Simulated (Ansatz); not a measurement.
# ZnS (F-43m): equation of state with a fit

A script is to give an equation of state with a fit; the system is ZnS (F-43m).

The COD entry's cell or inner coordinates are ideal or old and differ from later refinements, so a difference from it is no clean test against experiment.

All numbers are computed with Ansatz 0.2.0, driven from Python. Level of theory: DFT PBE, plane waves, PAW.

## 1. The system

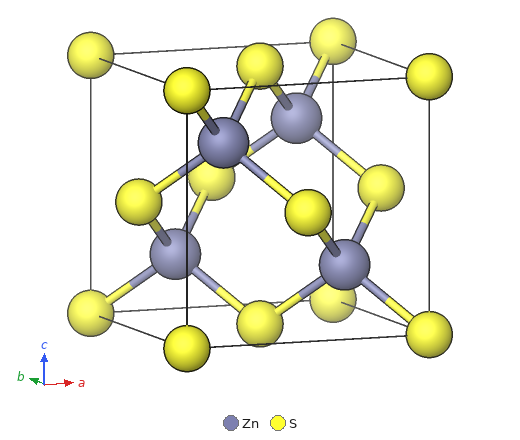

The structure that the script starts from, seen slightly off an axis (zinc blue, sulfur yellow). The cell is the conventional one. Atoms on cell faces are repeated.

The script holds or builds the structure itself.

## 2. The code

File eos_zns.py:

```python
"""Bulk modulus of ZnS from an E(V) curve."""

import ansatz as az
import numpy as np

VECTORS = np.array([
    [0.0, 2.702, 2.702],
    [2.702, 0.0, 2.702],
    [2.702, 2.702, 0.0],
])
SITES = [
    ("Zn", [0.25, 0.25, 0.25]),
    ("S", [0.0, 0.0, 0.0]),
]


def on_lattice(cell):
    crystal = az.Crystal(lattice=az.Lattice.of(cell))
    for symbol, position in SITES:
        crystal = crystal.atom(symbol, position)
    return crystal

# uniform scaling of the cell
volumes, energies = [], []
for scale in np.linspace(0.88, 1.12, 7):
    cell = VECTORS * scale ** (1 / 3)
    job = (
        on_lattice(cell).calculation()
        .functional("PBE")
        .pseudopotentials("paw")
        .basis(16 * az.Ha)
        .occupations("fixed")
        .kpoints(6, 6, 6)
    )
    report = job.run().report
    volumes.append(abs(np.linalg.det(cell)) / len(SITES))
    energies.append(report["free_energy_ev"] / len(SITES))
    print(f"V = {volumes[-1]:8.4f} A^3/atom  F = {energies[-1]:.5f} eV/atom")

# third-order Birch-Murnaghan: a cubic in V^(-2/3)
x = np.array(volumes) ** (-2 / 3)
poly = np.polynomial.Polynomial.fit(x, energies, 3).convert()
roots = poly.deriv().roots()
x0 = min((r.real for r in roots if abs(r.imag) < 1e-9 and poly.deriv(2)(r.real) > 0), key=lambda r: abs(r - x.mean()))
v0 = x0 ** -1.5
b0 = 4 / 9 * poly.deriv(2)(x0) * v0 ** (-7 / 3) * 160.21766
b1 = 4 + 2 / 3 * x0 * poly.deriv(3)(x0) / poly.deriv(2)(x0)
print(f"V0 = {v0:.4f} A^3/atom, B0 = {b0:.1f} GPa, dB/dP = {b1:.2f}")
```

## 3. What the engine is handed

The package turns the script's settings into the engine's input (first run):

```yaml
crystal:
  lattice:
    - [0.0, 2.5892832907567285, 2.5892832907567285]
    - [2.5892832907567285, 0.0, 2.5892832907567285]
    - [2.5892832907567285, 2.5892832907567285, 0.0]
  atoms:
    - { symbol: Zn, position: [0.25, 0.25, 0.25] }
    - { symbol: S, position: [0.0, 0.0, 0.0] }
basis:
  ecutwfc: 435.382179935808
kpoints:
  mp_grid:
    grid: [6, 6, 6]
hamiltonian:
  xc: pbe
  pseudopotentials:
    kind: paw
scf:
  occupations:
    method: fixed
```

## 4. Running it

Command:

```console
python eos_zns.py
```

Standard output:

```text
V =  17.3596 A^3/atom  F = -2111.25492 eV/atom
V =  18.1486 A^3/atom  F = -2111.31305 eV/atom
V =  18.9377 A^3/atom  F = -2111.34789 eV/atom
V =  19.7268 A^3/atom  F = -2111.36394 eV/atom
V =  20.5158 A^3/atom  F = -2111.36487 eV/atom
V =  21.3049 A^3/atom  F = -2111.35352 eV/atom
V =  22.0940 A^3/atom  F = -2111.33230 eV/atom
V0 = 20.1680 A^3/atom, B0 = 69.5 GPa, dB/dP = 4.42
```

Wall time 7 s (1 thread of Arm Neoverse V1, shared host); peak memory 0.33 GiB.

## 5. What changed from run to run

The engine's inputs for some of the other runs:

Run 3, against run 1:

```diff
@@ -3,3 +3,3 @@
-    - [0.0, 2.5892832907567285, 2.5892832907567285]
-    - [2.5892832907567285, 0.0, 2.5892832907567285]
-    - [2.5892832907567285, 2.5892832907567285, 0.0]
+    - [0.0, 2.665482009936372, 2.665482009936372]
+    - [2.665482009936372, 0.0, 2.665482009936372]
+    - [2.665482009936372, 2.665482009936372, 0.0]
```

Run 6, against run 1:

```diff
@@ -3,3 +3,3 @@
-    - [0.0, 2.5892832907567285, 2.5892832907567285]
-    - [2.5892832907567285, 0.0, 2.5892832907567285]
-    - [2.5892832907567285, 2.5892832907567285, 0.0]
+    - [0.0, 2.772213004752261, 2.772213004752261]
+    - [2.772213004752261, 0.0, 2.772213004752261]
+    - [2.772213004752261, 2.772213004752261, 0.0]
```

Run 7, against run 1:

```diff
@@ -3,3 +3,3 @@
-    - [0.0, 2.5892832907567285, 2.5892832907567285]
-    - [2.5892832907567285, 0.0, 2.5892832907567285]
-    - [2.5892832907567285, 2.5892832907567285, 0.0]
+    - [0.0, 2.8060238126403365, 2.8060238126403365]
+    - [2.8060238126403365, 0.0, 2.8060238126403365]
+    - [2.8060238126403365, 2.8060238126403365, 0.0]
```

## 6. What each run gave

One row for each of the 7 runs:

| run | volume (Å³/atom) | energy from run 5 (meV/atom) | gap on the mesh (eV) | SCF cycles | CPU time (s) |
| --- | --- | --- | --- | --- | --- |
| 1 | 17.360 | 109.95 | 2.68 | 7 | 0.92 |
| 2 | 18.149 | 51.82 | 2.48 | 6 | 0.76 |
| 3 | 18.938 | 16.98 | 2.29 | 6 | 0.8 |
| 4 | 19.727 | 0.93 | 2.11 | 6 | 0.79 |
| 5 | 20.516 | 0.00 | 1.94 | 6 | 0.8 |
| 6 | 21.305 | 11.34 | 1.78 | 6 | 0.84 |
| 7 | 22.094 | 32.57 | 1.63 | 6 | 0.86 |

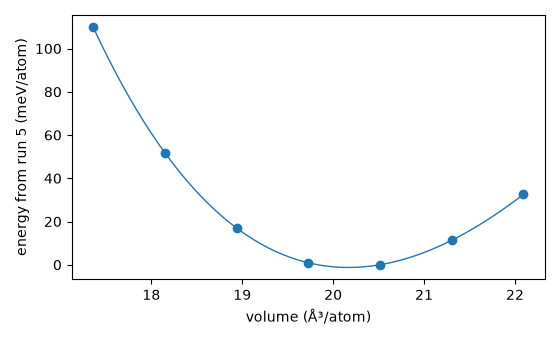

Energy against volume; the line is a third-order Birch-Murnaghan fit.

## 7. Summary of results

| quantity | value |
| --- | --- |
| runs compared | 7 |
| range of energy | 109.95 meV/atom |
| lowest point, volume (Å³/atom) | 20.516 |
| equilibrium volume (fit) | 20.17 Å³/atom |
| bulk modulus (fit) | 70 GPa |

What this shows: A third-order Birch-Murnaghan fit through the 7 points has its minimum at 20.17 Å³ an atom, 2.2 % above the typed cell, with a bulk modulus of 70 GPa and dB/dP = 4.4. From that minimum the energy rises by 111.2 meV an atom on the compressed side and 33.8 meV on the expanded side. Of the deposited cell: the entry's cell lengths or inner coordinates differ somewhat from later room-temperature determinations.
